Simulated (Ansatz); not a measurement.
# A computed series for hypothetical ReO3 type MnCl3: response to strain

Take MnCl3 in the ReO3 type structure (space group Pm-3m, No. 221; a = 4.747 Å; ferromagnetic; a hypothetical phase, not in the database extracts checked; relaxed with 0.1 eV smearing) as the base.

Strains are applied to the cell and any free atomic positions relax.

Computed with PBE/PAW in Ansatz (a first-principles code), no SOC.

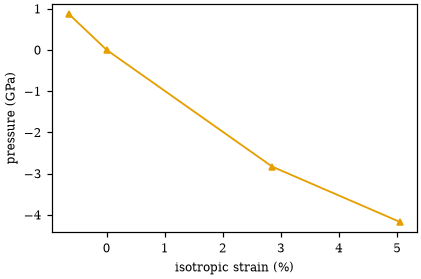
Fig. 1. Pressure against isotropic strain

**Question.** From the plot, what is the pressure for isotropic strain −0.65 %?

**Answer.** About 0.9 GPa.

**Question.** Is the trend monotonic over the range shown?

**Answer.** Yes, it falls throughout, spanning -4.2 GPa to 0.9 GPa.

Whether these cells are dynamically stable was not tested. No Hubbard U is applied and the magnetic state is the run's own (MnCl3 ferromagnetic); other magnetic orders, which need larger cells, were not tried and can change the gap.
